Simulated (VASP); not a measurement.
Band structure of CdS (zinc blende). These are PBE GGA with spin-orbit coupling, VASP's PBE PAW potentials (set 64) (plane waves; VASP) values and carry that method's errors.

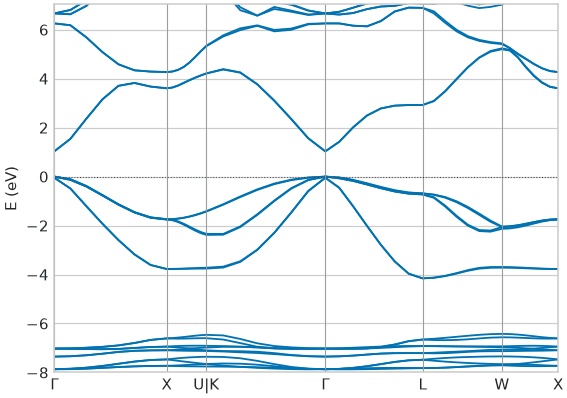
Bands along high-symmetry lines, zero at the valence-band maximum or, without a gap, the Fermi level

**Question.** Read the plot: is there a gap, and where are the band edges?

**Answer.** The gap is direct, 1.03 eV, from the valence maximum at Γ to the conduction minimum at Γ.

Measured: gap 2.48 eV at 4 K (computed value off by -1.45 eV), as given by arXiv:1206.3780.

The compound is CdS in the zinc blende structure, a metastable form; wurtzite is the usual one. It was relaxed first, which changed the volume by +5 %.
